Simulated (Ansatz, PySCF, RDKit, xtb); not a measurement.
**Solving ZnAlH3O2, step by step**

Only the formula ZnAlH3O2 is given. Aim: find the structure of lowest free energy at 600 K, then its properties.

The funnel: GFN2-xTB relaxations, single points with a density functional, relaxations at B3LYP/6-31G*, harmonic vibrations, and a last energy at a higher level. All values are calculated.

7 further runs of the same task are left out: 7 set aside as unsound or not needed.

**1. Drawing up candidates**

A program enumerates the bonding patterns with one Lewis structure each (two rings at most, one unusual centre or charged pair), with their diastereomers. O–O, O–halogen and N–halogen bonds and N–N–N chains are not drawn. That gives 13 candidates.

| label | SMILES | spin |
| --- | --- | --- |
| c216 | [OH][Al]([OH])[ZnH] | singlet |
| c271 | [OH][Al]1[OH+][ZnH-]1 | singlet |
| c318 | [OH][Zn][O][AlH2] | singlet |
| c344 | [OH][Zn-]([OH])[AlH+] | singlet |
| c403 | [O]1[AlH][OH+][ZnH-]1 | singlet |
| c408 | [O]1[AlH2-][OH+][Zn]1 | singlet |
| c433 | [OH][AlH][O][ZnH] | singlet |
| c462 | [OH][Zn-]1[OH+][AlH]1 | singlet |
| c500 | [OH2+][Al@@H-]1[O][Zn]1 | singlet |
| c517 | [OH][Al@@H-]1[OH+][Zn]1 | singlet |
| c608 | [OH][Al+][ZnH-][OH] | singlet |
| c695 | [OH2+][Zn-]1[O][AlH]1 | singlet |
| c730 | [OH][AlH][Zn][OH] | singlet |

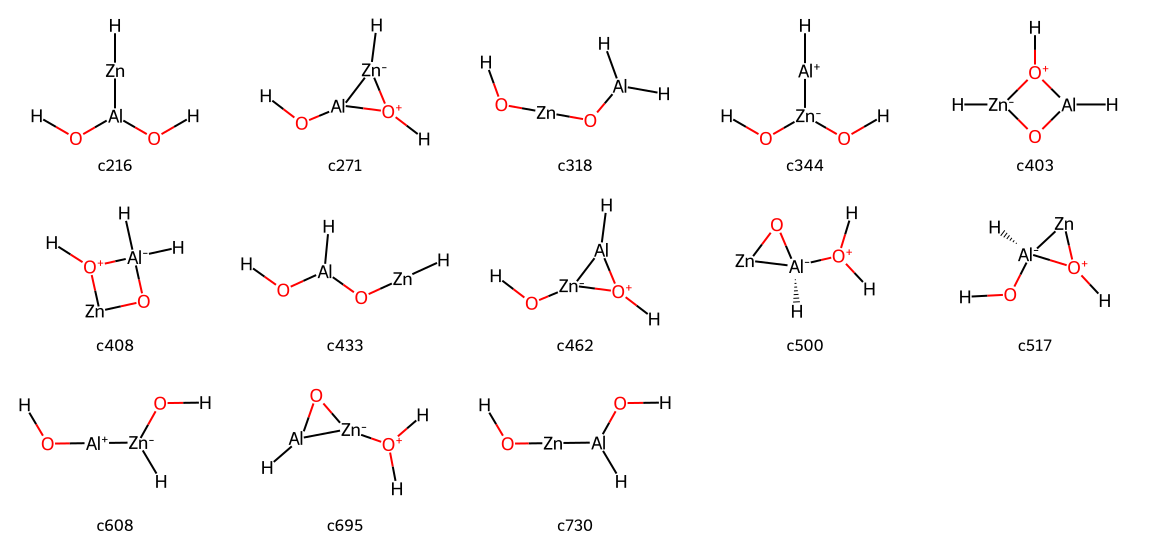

Structural formulas of the candidates.

Candidates are built by distance geometry, with a force field where one applies, in up to four conformers (letters a to d). 6 starts with atoms placed at random are added, to find patterns that the rules miss.

**Question.** With final energies at CCSD(T)/def2-TZVP, which structure will this search put lowest in free energy, and by what margin?

| quantity | value |
| --- | --- |
| lowest structure found | [OH][AlH][O][ZnH], singlet, Cs |
| next finalist | [OH][Al]([OH])[ZnH], singlet, 13.5 kcal/mol higher in G |
| share at equilibrium, among the finalists | 100.0 % |
| harmonic wavenumbers, lowest and highest (B3LYP/6-31G*) | 50 and 3827 cm⁻¹ |
| rotational constants, same geometry | 1.022, 0.04069, 0.03913 cm⁻¹ |
| dipole moment (PBE0/def2-TZVPD) | 1.92 D |
| HOMO energy (PBE0/def2-TZVPD) | -8.45 eV |
| LUMO energy (PBE0/def2-TZVPD) | -0.68 eV |
| HOMO–LUMO gap (PBE0/def2-TZVPD) | 7.77 eV |
| lowest excitation (TD-PBE0/def2-SVPD) | 6.62 eV (f = 0.056) |
| strongest of the states computed, same level | 7.39 eV (f = 0.061) |
| lowest triplet excitation, same level, Tamm-Dancoff | 6.11 eV |
| vertical ionisation energy | 10.46 eV |
| vertical electron affinity | -0.40 eV (unbound: the value depends on the basis) |
| vertical triplet less singlet | +6.04 eV |

The search ends on `[OH][AlH][O][ZnH]`. The margin of 13.5 kcal/mol over the next finalist is beyond the usual error of the last level; it says nothing of structures that weren't ranked. HF/STO-3G, r2SCAN-D4/def2-SVP, B3LYP/6-31G*, HF/def2-TZVP and MP2/def2-TZVP already put its bonding pattern lowest among the structures in one piece; GFN2-xTB favours the singlet [OH][AlH]([OH])[Zn] ‡ (c651, not a finalist). The search is not exhaustive (a finite list of starts, one conformer a finalist), so a lower isomer can't be ruled out. Patterns outside the rules of the enumeration were met only by chance.

‡ marks the bonded skeleton alone, with all bonds drawn single: no Lewis structure was assigned that passes a check against the bond lengths.
